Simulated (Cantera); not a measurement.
Feed: 1 mol SiH4, 0.37 mol CO2, 88 mol N2, held at 1.10 mbar.

Cantera equilibrium calculation (NASA polynomials, part measured and part estimated; ideal gas, pure solids and liquids). Candidate condensed phases: C, C6H6, C7H8, C8H18, H2O, Si, SiC, SiO2, Si2N2O, Si3N4; 151 gas species. The tables' values for SiN are old estimates; treat these amounts as uncertain. Rates play no part.

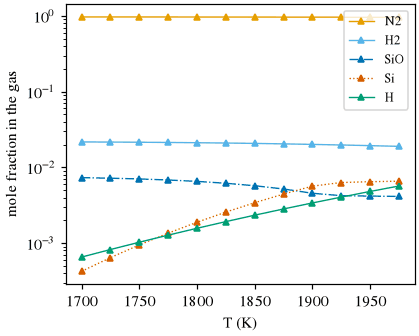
Figure. Equilibrium gas composition (values under 1e-9 drawn at 1e-9)

**Question.** Read off the mole fractions at 1850 K.

**Answer.** N2 about 0.97, H2 about 0.021, SiO about 0.0057, Si about 0.0034, H about 0.0023.
